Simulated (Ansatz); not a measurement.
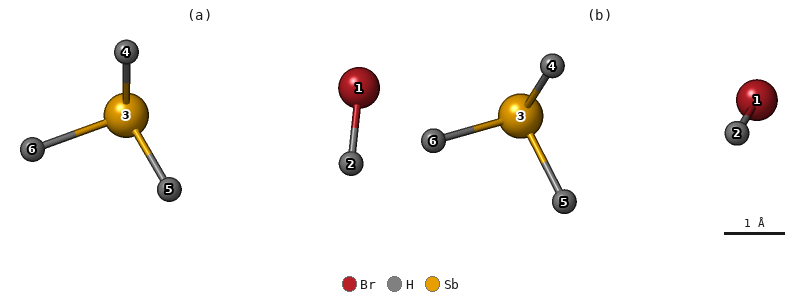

The structure of SbH₄Br before (left) and after (right) a relaxation, at one scale.

A ball-and-stick model, seen face on.

The calculation used RKS PBE0-D4/def2-TZVP (Ansatz).

The input:
```yaml
crystal:
  periodic: [false, false, false]
  atoms:
    - {symbol: Br, position_ang: [-0.379320, 1.017318, -2.671666]}
    - {symbol: H, position_ang: [0.230910, -0.282610, -2.702426]}
    - {symbol: Sb, position_ang: [-0.648593, 0.053209, 1.154180]}
    - {symbol: H, position_ang: [0.751100, 1.068711, 1.296666]}
    - {symbol: H, position_ang: [0.281318, -1.119093, 0.275379]}
    - {symbol: H, position_ang: [-0.235416, -0.737535, 2.647867]}
basis:
  gaussian: {orbitals: def2-TZVP}
hamiltonian: {xc: pbe0, dispersion: d4}
relax: {f_tol: 0.005, max_steps: 200}
```

Launched with:
```bash
ansatz run in.yaml --threads 4 --pin off --events-out ev --progress --plain --max-ram 9574MiB
```

Describe what moved and what it gained.

Over 26 accepted moves (32 points after the start) the energy falls by 0.63 kcal/mol. The largest force component goes from 0.66 to 0.0039 eV/Å. The line search rejected the trial steps at points 5, 8, 13, 15, 18, 27 of the run. The forces were under the threshold at step 12, but the run went on from there. The largest move after the best rigid fit is that of H2, 0.72 Å. Largest moves by element: H 0.72 Å, Br 0.26 Å, Sb 0.11 Å. Some distances before and after: Sb3–H4 1.735 → 1.708 Å, Br1–H2 1.436 → 1.421 Å.

Limits of the set-up: the start holds two separate molecules, 3.1 Å apart at their closest, whose relative position is a soft coordinate.
